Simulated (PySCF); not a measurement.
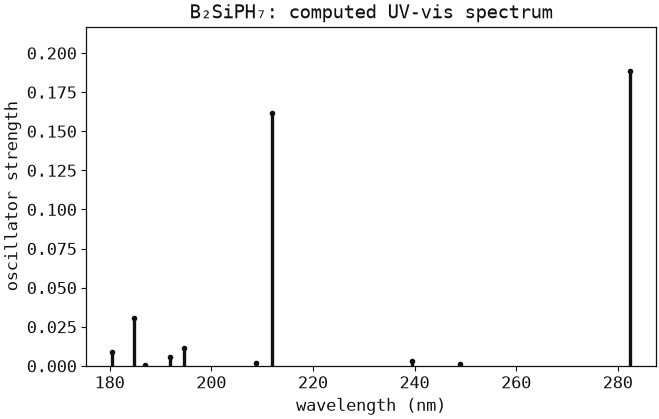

Computed absorption of B₂SiPH₇, SMILES BP(B)[SiH3]. Vertical TDDFT excitations, PBE0/def2-SVPD with PySCF 2.14.0, at a PBE0-D3(BJ)/def2-SVP geometry (no frequency check), gas phase. Only the first 10 singlet excitations are included.

Q: Which of the computed transitions is the brightest, and what character does the calculation give it?

A: S1 at 4.39 eV (282 nm), f = 0.189, mainly HOMO → LUMO (97 %).

Q: Where is the lowest singlet, and is it bright?

A: S1 lies at 4.39 eV (282 nm) with f = 0.189, mainly HOMO → LUMO (97 %); it is bright.

Q: List the transitions behind the spectrum.

A:
| state | E (eV) | λ (nm) | f | main character |
| --- | --- | --- | --- | --- |
| S1 | 4.39 | 282 | 0.189 | HOMO → LUMO (97 %) |
| S2 | 4.98 | 249 | 0.001 | HOMO−1 → LUMO (98 %) |
| S3 | 5.18 | 240 | 0.003 | HOMO−2 → LUMO (98 %) |
| S4 | 5.85 | 212 | 0.161 | HOMO → LUMO+1 (95 %) |
| S5 | 5.94 | 209 | 0.002 | HOMO−3 → LUMO (78 %) |
| S6 | 6.37 | 195 | 0.011 | HOMO → LUMO+2 (80 %) |
| S7 | 6.46 | 192 | 0.006 | HOMO → LUMO+4 (96 %) |
| S8 | 6.63 | 187 | 0.000 | HOMO−6 → LUMO (58 %) |
| S9 | 6.71 | 185 | 0.030 | HOMO → LUMO+3 (82 %) |
| S10 | 6.87 | 181 | 0.009 | HOMO−1 → LUMO+1 (75 %) |

Caveats: core orbitals are frozen in the response.
